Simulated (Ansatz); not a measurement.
**Run report: ZrNH6O3F, geometry relaxation (part 2 of 2)**

The same run, continued: ZrNH6O3F; RKS B3LYP/def2-SVP (Ansatz 0.2.0). The input holds or restrains some coordinates. It belongs to a series of runs on one base structure; here: pulled along the bonds that form and break, towards end B.

Geometry of the input (Å):
```
Zr 0.0000  0.0000  0.0000
F  0.0000  0.0000  2.3300
O  1.9520  0.0000  -0.6893
H  2.2684  -0.9521  -0.8060
O  -0.9750  1.6891  -0.6893
H  -1.9328  1.4584  -0.9117
O  -0.9750  -1.6891  -0.6893
H  -1.4296  -2.1548  0.0831
N  1.3164  1.9852  0.7915
H  2.1729  1.8447  1.3999
H  1.0157  2.9640  0.5173
H  0.7522  1.1344  1.9863
```

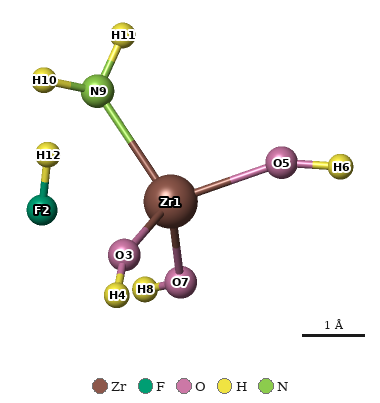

The geometry at step 14 of the log (ball-and-stick view, seen at a tilt; atoms are numbered from 1 in the order of the input).

Trajectory as extended XYZ, continued:
```
12
Properties=species:S:1:pos:R:3:forces:R:3 step=7 energy=-11724.58429
Zr    0.2825    0.3684   -0.3103    0.4954   0.8067   0.2424
F    -0.0008   -0.0341    2.8355   -0.0486  -0.0354  -0.1421
O     1.9465   -0.2254   -1.1964   -0.4292  -0.1087   0.0903
H     2.2162   -1.1448   -1.3355    0.0019   0.1648  -0.1214
O    -0.9516    1.5894   -1.2563    0.0340  -0.4534   0.1030
H    -1.9018    1.4285   -1.3668    0.2207   0.0949  -0.1310
O    -0.7680   -1.2873   -0.1322    0.1085   0.3102   0.4723
H    -1.2729   -1.9511    0.3540    0.1412   0.1251  -0.1055
N     1.1779    1.9111    0.9326    0.6172  -0.9983   0.2689
H     2.2137    1.9400    1.1364   -1.3716  -0.0242  -0.2586
H     0.8309    2.8731    0.9361    0.0313  -0.1110   0.0508
H     0.3926    0.8119    2.7253    0.1992   0.2292  -0.4691
12
Properties=species:S:1:pos:R:3:forces:R:3 step=8 energy=-11724.75028
Zr    0.3042    0.3975   -0.3184    0.3596   0.6177   0.4671
F    -0.0474   -0.0767    2.8087   -0.2093  -0.3814  -0.0047
O     1.8985   -0.2235   -1.2807   -0.1620  -0.2644   0.0382
H     2.1853   -1.1296   -1.4723   -0.0293   0.2800  -0.0642
O    -0.9094    1.5475   -1.3451   -0.2204  -0.2538   0.0341
H    -1.8578    1.4196   -1.5073    0.3077   0.0973  -0.0827
O    -0.7429   -1.2289   -0.0028    0.1234   0.2637   0.2300
H    -1.2202   -1.8799    0.5234    0.1085   0.1147  -0.0380
N     1.1759    1.9024    0.9885   -0.4516  -0.9721  -0.1003
H     2.1843    1.9462    1.1694   -0.2086  -0.0039  -0.0152
H     0.8135    2.8580    1.0165    0.0196  -0.0919   0.0359
H     0.3814    0.7471    2.7426    0.3622   0.5941  -0.5001
12
Properties=species:S:1:pos:R:3:forces:R:3 step=9 energy=-11724.82787
Zr    0.3165    0.4243   -0.3282    0.3747   0.6562   0.5004
F    -0.0733   -0.1528    2.7836   -0.1130  -0.2026   0.0942
O     1.8642   -0.2233   -1.3373   -0.0780  -0.2993   0.0325
H     2.1614   -1.1115   -1.5855   -0.0324   0.2894  -0.0210
O    -0.8938    1.5184   -1.4108   -0.2266  -0.1896   0.0531
H    -1.8304    1.4066   -1.6334    0.2768   0.0898  -0.0447
O    -0.7137   -1.1621    0.1276    0.0577   0.1317  -0.0243
H    -1.1623   -1.7997    0.6909    0.0867   0.1019   0.0316
N     1.1770    1.9023    1.0196   -0.7972  -1.0216  -0.2631
H     2.1731    1.9367    1.2257    0.1123   0.0170   0.0482
H     0.8150    2.8566    1.0664    0.0215  -0.0566   0.0366
H     0.3316    0.6843    2.7039    0.3176   0.4837  -0.4436
12
Properties=species:S:1:pos:R:3:forces:R:3 step=10 energy=-11724.88343
Zr    0.3078    0.4168   -0.3415    0.5180   0.8283   0.3166
F    -0.0966   -0.1486    2.7654   -0.1989  -0.3489   0.2197
O     1.8220   -0.2618   -1.3646   -0.0046  -0.1830   0.0346
H     2.1897   -1.0808   -1.7190   -0.0546   0.1797   0.0039
O    -0.9016    1.4726   -1.4473   -0.1876  -0.0653   0.0343
H    -1.8043    1.4530   -1.7899    0.2076   0.0200  -0.0033
O    -0.7125   -1.1393    0.1907   -0.0545  -0.0754   0.0216
H    -1.0980   -1.7132    0.8587    0.0413   0.0608   0.0303
N     1.1784    1.8857    0.9999   -0.7162  -0.8506  -0.0221
H     2.1524    1.9287    1.2963    0.0869  -0.0558  -0.0615
H     0.7728    2.8059    1.1882   -0.0045  -0.0974  -0.0869
H     0.3551    0.6608    2.6857    0.3673   0.5877  -0.4872
12
Properties=species:S:1:pos:R:3:forces:R:3 step=11 energy=-11724.89632
Zr    0.3004    0.4247   -0.3121    0.4661   0.7501   0.2693
F    -0.1584   -0.2456    2.7700   -0.0967  -0.1895   0.2675
O     1.7985   -0.2699   -1.3314    0.0994  -0.1863  -0.0575
H     2.1876   -1.0217   -1.7930   -0.0647   0.1641   0.0511
O    -0.9039    1.4583   -1.4291   -0.3421   0.0192  -0.1384
H    -1.7471    1.4701   -1.9029    0.3045   0.0077   0.1174
O    -0.7156   -1.1187    0.2625   -0.2146  -0.3299   0.2193
H    -1.0569   -1.6454    1.0007    0.1796   0.2869  -0.2450
N     1.1704    1.8854    1.0394   -0.4136  -0.5459  -0.0321
H     2.1757    1.9682    1.2386   -0.2762  -0.1609  -0.0666
H     0.7889    2.8358    1.1552    0.0174  -0.4060  -0.0325
H     0.3255    0.5386    2.6245    0.3408   0.5904  -0.3524
12
Properties=species:S:1:pos:R:3:forces:R:3 step=12 energy=-11724.93614
Zr    0.2774    0.4031   -0.3226    0.4829   0.8455   0.3785
F    -0.1040   -0.2766    2.7709   -0.1446  -0.3014   0.3005
O     1.7897   -0.3024   -1.3054    0.0516  -0.1086  -0.1216
H     2.1951   -0.9469   -1.8939   -0.0242   0.0778   0.0669
O    -0.9284    1.4429   -1.4272   -0.0876  -0.0180  -0.1126
H    -1.6697    1.4932   -2.0386    0.0713   0.0163   0.0537
O    -0.7563   -1.1345    0.2716   -0.0844  -0.0966   0.1666
H    -0.9950   -1.5070    1.1311    0.0507   0.0723  -0.1300
N     1.1415    1.8608    1.0400   -0.6212  -1.0580  -0.1373
H     2.1405    1.9125    1.2475   -0.0476  -0.0217  -0.0131
H     0.7499    2.7913    1.1916   -0.0114  -0.0245  -0.0106
H     0.3244    0.5435    2.6575    0.3645   0.6170  -0.4410
12
Properties=species:S:1:pos:R:3:forces:R:3 step=13 energy=-11724.95253
Zr    0.2459    0.4118   -0.3289    0.3583   0.6614   0.1880
F     0.0664   -0.3805    2.7580   -0.0411  -0.3072   0.3453
O     1.7530   -0.3500   -1.2864   -0.0933   0.0829   0.1047
H     2.2125   -0.9395   -1.8885   -0.0039  -0.0041   0.0159
O    -0.9086    1.4347   -1.5084    0.1460  -0.0810   0.1448
H    -1.6055    1.5422   -2.1582   -0.0374   0.0061  -0.0377
O    -0.8491   -1.0743    0.3107    0.0154   0.0991  -0.0395
H    -0.9771   -1.4243    1.2004   -0.0019   0.0136   0.0047
N     1.0781    1.8556    1.0705   -0.6308  -1.0654  -0.2810
H     2.0801    1.9245    1.2468    0.0417   0.0054   0.0278
H     0.6799    2.7860    1.1972   -0.0098   0.0331   0.0113
H     0.3894    0.4937    2.7092    0.2568   0.5560  -0.4841
12
Properties=species:S:1:pos:R:3:forces:R:3 step=14 energy=-11724.97214
Zr    0.2175    0.4097   -0.3361    0.3985   0.7682   0.2349
F     0.2337   -0.4801    2.7412    0.1381   0.4427   0.2297
O     1.7401   -0.3728   -1.2464   -0.0109  -0.0467  -0.0118
H     2.2377   -0.9378   -1.8454   -0.0724   0.0707   0.1069
O    -0.8984    1.4337   -1.5465   -0.0736  -0.0473  -0.0728
H    -1.5743    1.5758   -2.2185    0.1537  -0.0315   0.1491
O    -0.9266   -1.0268    0.3371   -0.0067   0.0525   0.2068
H    -0.9898   -1.3624    1.2448    0.0223   0.0626  -0.1945
N     1.0387    1.8646    1.0592   -0.6161  -1.0548  -0.2258
H     2.0379    1.9298    1.2596   -0.0219  -0.0175   0.0078
H     0.6402    2.7950    1.1911   -0.0069  -0.0061  -0.0064
H     0.4085    0.4511    2.6823    0.0959  -0.1927  -0.4239
12
Properties=species:S:1:pos:R:3:forces:R:3 step=15 energy=-11724.99613
Zr    0.1958    0.4324   -0.3500    0.3730   0.6982   0.3450
F     0.3929   -0.5534    2.6894    0.0711   0.3105   0.2320
O     1.7250   -0.3943   -1.2125   -0.0854   0.0263   0.0422
H     2.2358   -0.9746   -1.7829   -0.0340   0.0313   0.0667
O    -0.8921    1.4477   -1.5956    0.0788  -0.1042   0.0856
H    -1.5542    1.5941   -2.2752    0.0211   0.0023   0.0141
O    -0.9744   -0.9632    0.3685   -0.0024   0.1321   0.0717
H    -0.9890   -1.3203    1.2685    0.0335   0.0377  -0.1189
N     0.9890    1.8766    1.0725   -0.5781  -1.0085  -0.3270
H     1.9851    1.9261    1.2948   -0.0387   0.0003   0.0034
H     0.6041    2.8174    1.1775    0.0152  -0.0598   0.0117
H     0.4474    0.3914    2.6674    0.1459  -0.0662  -0.4266
12
Properties=species:S:1:pos:R:3:forces:R:3 step=16 energy=-11725.03857
Zr    0.1710    0.4596   -0.3494    0.3592   0.8609   0.3190
F     0.5457   -0.6587    2.6150    0.0619  -0.1489   0.1338
O     1.6957   -0.4334   -1.1445   -0.0291  -0.0026   0.0383
H     2.2153   -1.0326   -1.6852   -0.0011   0.0073   0.0477
O    -0.8692    1.4509   -1.6463    0.0264  -0.0696   0.0112
H    -1.5037    1.5878   -2.3532    0.0143   0.0238   0.0041
O    -1.0805   -0.8368    0.4034   -0.0135  -0.0533   0.2061
H    -0.9575   -1.2427    1.2759   -0.0501   0.0262  -0.1088
N     0.9343    1.9001    1.0876   -0.4372  -1.0669  -0.3282
H     1.9325    1.9897    1.2860   -0.0282   0.0179  -0.0006
H     0.5087    2.8169    1.2339   -0.0019  -0.0507   0.0366
H     0.5729    0.2791    2.5993    0.0994   0.4559  -0.3590
12
Properties=species:S:1:pos:R:3:forces:R:3 step=17 energy=-11725.04201
Zr    0.1391    0.4796   -0.3969    0.5101   0.7239   0.8776
F     0.6803   -0.6969    2.5175    0.0322  -0.4486   0.1762
O     1.6829   -0.4656   -1.0906   -0.0873  -0.0232  -0.0544
H     2.2274   -1.0964   -1.5687   -0.0160   0.0470   0.0657
O    -0.8658    1.4632   -1.7227    0.0429  -0.1041   0.0188
H    -1.4956    1.6117   -2.4270   -0.0950   0.0814  -0.1296
O    -1.1487   -0.7334    0.4483    0.0164   0.1446  -0.2010
H    -0.9496   -1.1804    1.2804    0.0069  -0.0694   0.1288
N     0.9110    1.8844    1.0725   -0.7094  -0.3655  -0.1138
H     1.9097    2.0402    1.2429   -0.1859  -0.0184  -0.0577
H     0.4054    2.7396    1.3779    0.3900  -0.6119  -0.2652
H     0.6691    0.2339    2.5889    0.0951   0.6443  -0.4455
12
Properties=species:S:1:pos:R:3:forces:R:3 step=18 energy=-11725.08389
Zr    0.1039    0.5295   -0.3653    0.4586   0.5502   0.5593
F     0.7728   -0.8055    2.4485    0.0042  -0.4447   0.0882
O     1.6401   -0.4302   -1.0428    0.0107  -0.0356   0.0052
H     2.2072   -1.0909   -1.4494   -0.0471   0.0622   0.0578
O    -0.8622    1.4119   -1.7883    0.0006   0.0012   0.0835
H    -1.4405    1.5653   -2.5358   -0.0323   0.0605  -0.0632
O    -1.1988   -0.6464    0.4945   -0.0460   0.0414   0.0019
H    -1.0121   -1.1339    1.3095    0.0083  -0.0157  -0.0019
N     0.8855    1.9135    1.1196   -0.3840  -0.9962  -0.4302
H     1.8875    2.1088    1.1784   -0.0643   0.0174   0.0085
H     0.3914    2.7306    1.4822    0.0152  -0.0411  -0.0043
H     0.7905    0.1271    2.4714    0.0760   0.8005  -0.3048
12
Properties=species:S:1:pos:R:3:forces:R:3 step=19 energy=-11725.07334 accepted=F
Zr    0.0831    0.5234   -0.3809    0.3182   0.6089   0.7646
F     0.8343   -0.8672    2.4102    0.0918   0.3114   0.0417
O     1.6367   -0.4612   -0.9896    0.0528  -0.1425  -0.0958
H     2.2267   -1.1351   -1.3483   -0.1750   0.2138   0.1267
O    -0.8526    1.4318   -1.8134   -0.0037  -0.1008   0.0411
H    -1.4137    1.6194   -2.5685    0.0350   0.0459   0.0212
O    -1.2597   -0.5900    0.5178    0.1714  -0.0364   0.1014
H    -1.0475   -1.1003    1.3195   -0.0485   0.1423  -0.2125
N     0.8418    1.9211    1.1056   -0.2790  -0.9841  -0.4265
H     1.8339    2.1684    1.1419   -0.0971   0.0418  -0.0181
H     0.3136    2.6996    1.5119    0.0856  -0.1781  -0.0627
H     0.9687    0.0700    2.4164   -0.1515   0.0780  -0.2810
12
Properties=species:S:1:pos:R:3:forces:R:3 step=20 energy=-11725.09744
Zr    0.0979    0.5113   -0.3700    0.3970   0.6698   0.6157
F     0.8064   -0.8242    2.4313   -0.0107  -0.3685   0.0569
O     1.6373   -0.4632   -1.0157    0.0030  -0.0245  -0.0196
H     2.2252   -1.1340   -1.3711   -0.0252   0.0403   0.0294
O    -0.8584    1.4276   -1.7791   -0.0321  -0.0434  -0.0100
H    -1.4204    1.6425   -2.5259    0.0354   0.0351   0.0168
O    -1.2284   -0.6289    0.5030   -0.0125   0.0154   0.0250
H    -1.0332   -1.1399    1.3021   -0.0029   0.0051  -0.0102
N     0.8742    1.9119    1.1016   -0.3493  -1.1031  -0.4437
H     1.8585    2.1839    1.1234   -0.0291   0.0035   0.0085
H     0.3335    2.6849    1.4889   -0.0197   0.0231   0.0296
H     0.8728    0.1079    2.4340    0.0462   0.7471  -0.2983
```

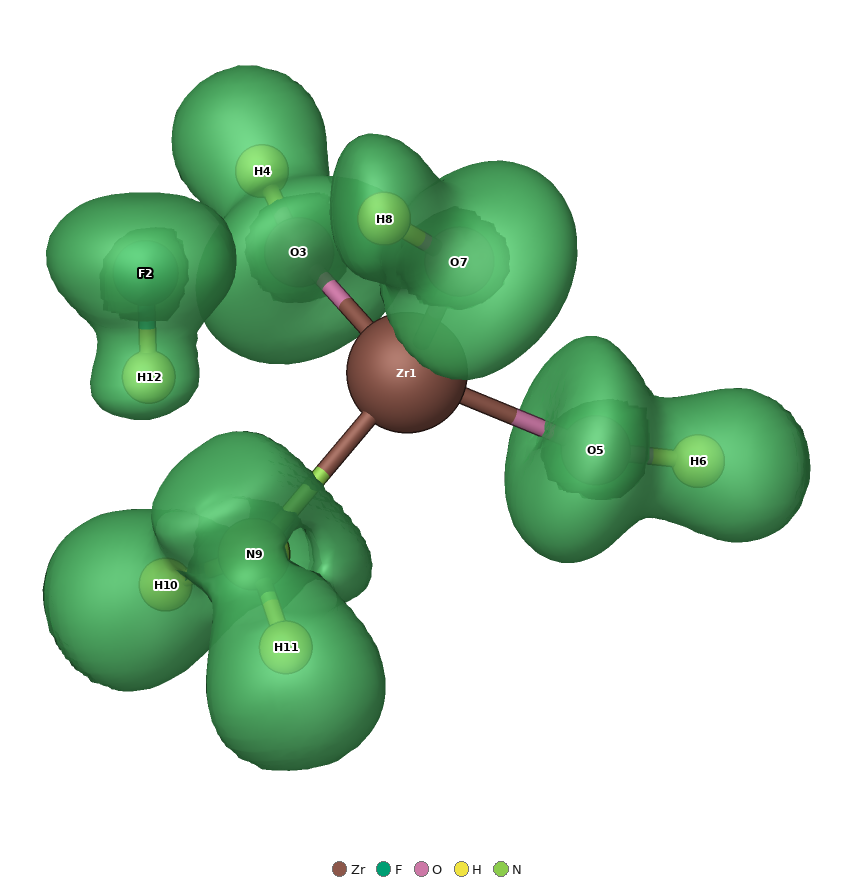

Isosurface of the ELF at 0.75 (green), seen at an oblique angle. Only the valence region is drawn (cores and ρ < 0.01 e/Å³ removed). Values along the shortest contacts: Zr1···F2 (3.18 Å): the ELF is only about 0 between them. Zr–O (1.93 Å): the ELF peaks at about 0.80 in the valence shell of O, 0.5 Å from its nucleus, and drops to about 0.20 between the two atoms.

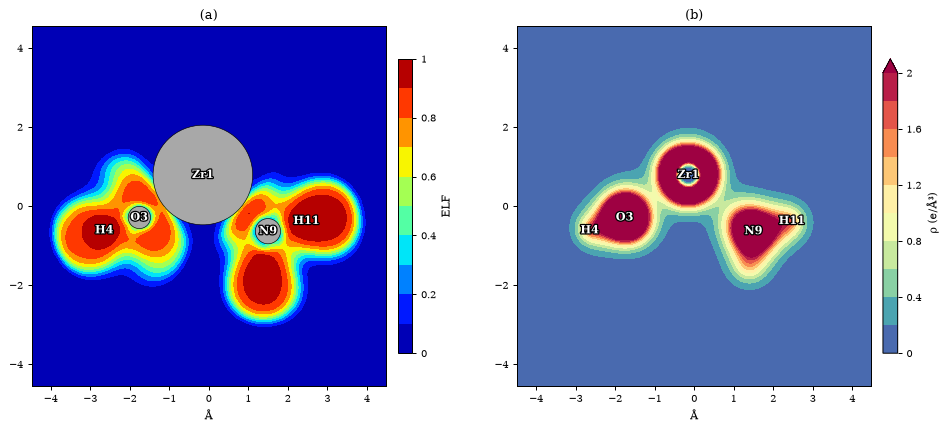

(a) electron localisation function; (b) total electron density on the plane of atoms O3, Zr1 and N9. Grey discs, where drawn, cover atomic cores. Zr–O (1.93 Å): ρ is about 0.86 e/Å³ halfway; the ELF peaks at about 0.80 in the valence shell of O, 0.5 Å from its nucleus, and drops to about 0.20 between the two atoms. Zr–N (2.17 Å): ρ is about 0.61 e/Å³ halfway; the ELF peaks at about 0.90 in the valence shell of N, 0.7 Å from its nucleus, and is about 0.25 at the midpoint.

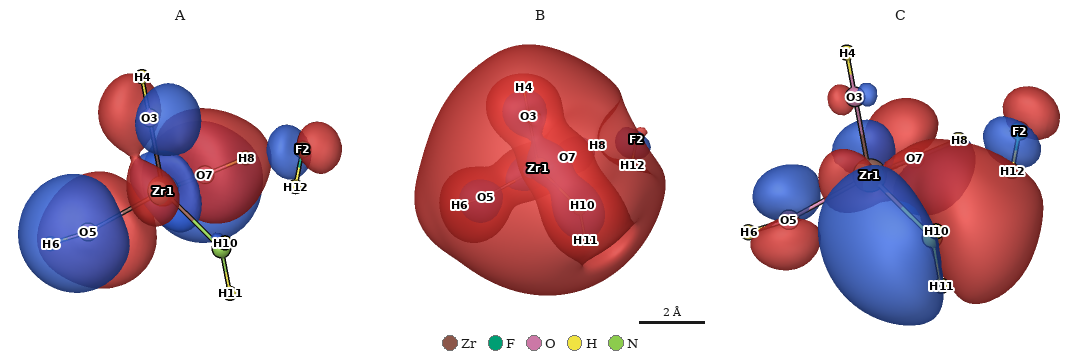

Three frontier orbitals at ±0.04 Å⁻³ᐟ² (blue and red are the two phases). A is the HOMO−1 (−8.19 eV). C is the HOMO (−6.72 eV). B is the LUMO (−0.32 eV). It lies mainly on Zr1 (55 %). The HOMO–LUMO gap is 6.40 eV between the orbital energies.

Key numbers:

- outcome: converged under the restraints of the input
- total energy: −11725.0978 eV
- mean-field energy: −11725.0978 eV
- largest force (length of the vector) at the end, held atoms and coordinates included: 1.239 eV/Å
- wall time: 64 s (CPU time 4 min)
- peak memory: 0.34 GiB
